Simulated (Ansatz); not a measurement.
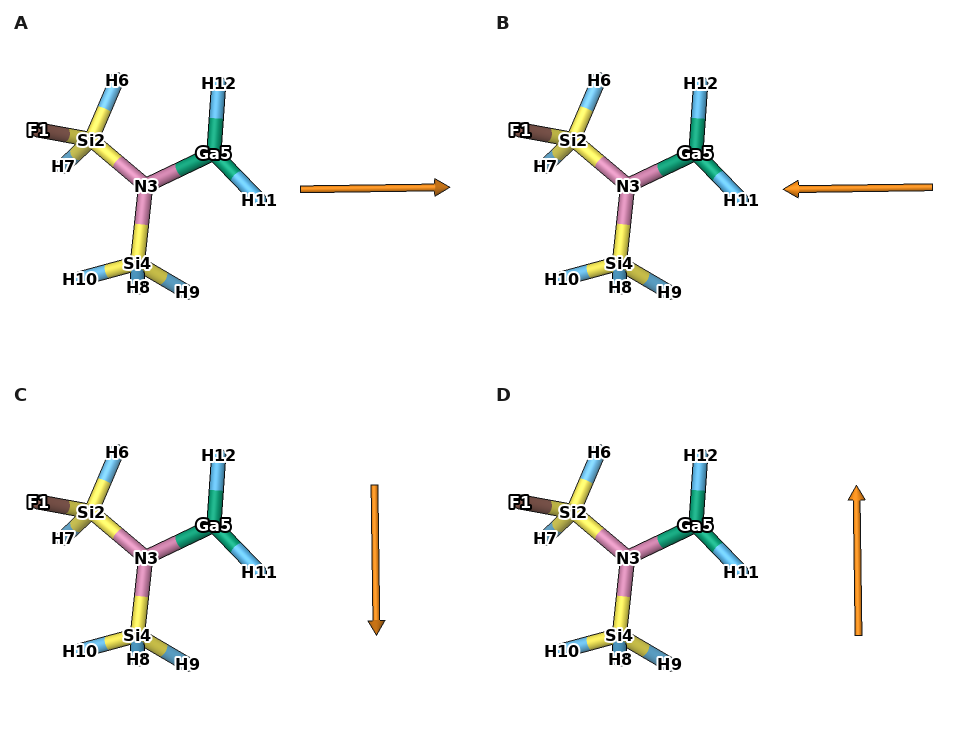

The same molecule four times, each with an arrow. The geometry was computed by an optimisation with PBE0-D4/def2-TZVP. No frequency run is at hand to confirm it as a minimum. Level of theory: RKS ωB97M-V/def2-TZVPP (Ansatz 0.2.0).

Which arrow points along the dipole moment, from the negative to the positive end?

A. The dipole moment is 1.87 D; it points from the side of F1 to the side of H11 (the outermost atoms at the two ends).
